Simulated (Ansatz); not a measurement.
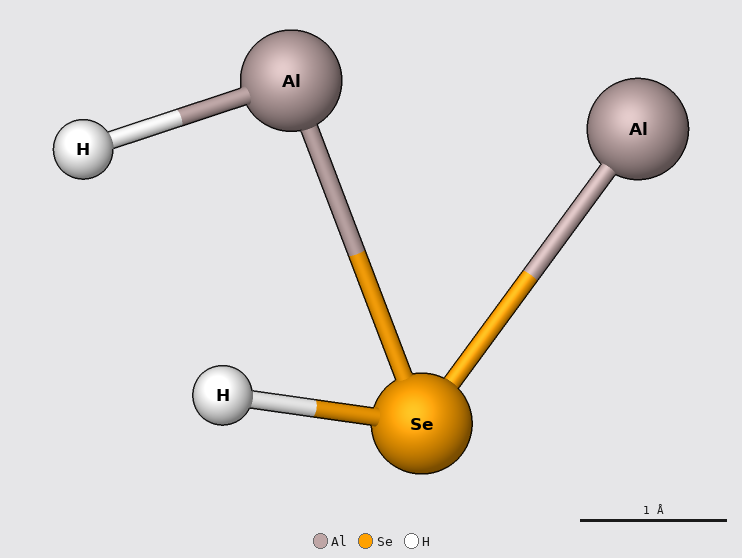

Every bond is drawn as one stick, whatever its order.

The geometry was computed by an optimisation with PBE0-D4/def2-TZVP. No frequency run is at hand to confirm it as a minimum.

What does the picture show?

Formula Al₂H₂Se. This geometry has Cs symmetry. All atoms lie on one plane. Coordination, clear cases only: 1 Al bent.

More results for the same structure follow; atom numbers are the same in all pictures, views and colours differ.

## Shape

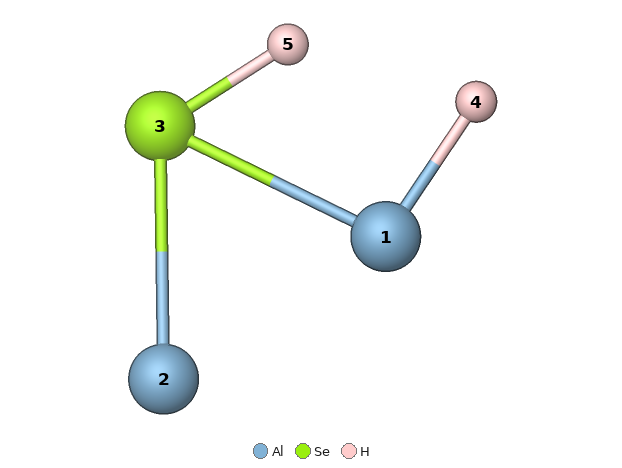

Numbered structure. No frequency run is at hand to confirm it as a minimum.

Which atoms are bonded, and how long are the bonds?

| bond | length (Å) |
| --- | --- |
| Al1–Se3 | 2.586 |
| Al1–H4 | 1.618 |
| Al2–Se3 | 2.564 |
| Se3–H5 | 1.513 |

## Dipole moment

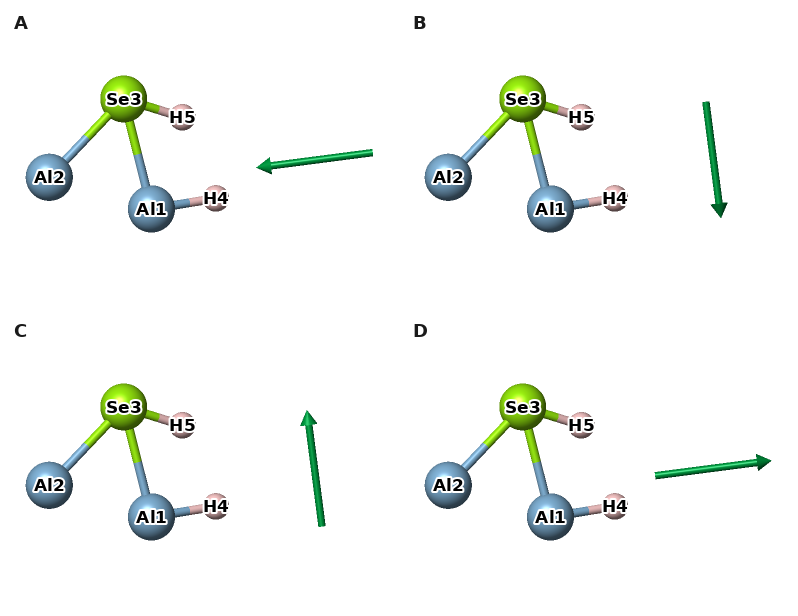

The same molecule four times, each with an arrow. No frequency run is at hand to confirm it as a minimum. Properties computed with RKS PBE0-D4/def2-TZVP (Ansatz 0.2.0).

Which arrow points along the dipole moment, from the negative to the positive end?

B. The dipole moment is 1.24 D; it points from the side of Se3 to the side of Al1, H4 (the outermost atoms at the two ends).

## Electronic properties

No frequency run is at hand to confirm it as a minimum. Properties computed with RKS PBE0-D4/def2-TZVPP (Ansatz 0.2.0).

Estimate the LUMO energy (Kohn–Sham orbital).

−2.39 eV.

What is the HOMO energy (Kohn–Sham orbital)?

−5.92 eV.

## Charges

The questions are on Mulliken charges. No frequency run is at hand to confirm it as a minimum. Method: RKS PBE0-D4/def2-TZVP (Ansatz 0.2.0).

Which atom carries the highest charge (most positive or least negative)?

H5 (0.16 e).

And the lowest?

Se3 (−0.33 e).

Give the Mulliken charges atom by atom.

```
atom  value (e)
 Al1       0.12
 Al2       0.14
 Se3      −0.33
  H4      −0.09
  H5       0.16
```

Mulliken values depend strongly on the basis set and can even reverse the polarity of a bond.
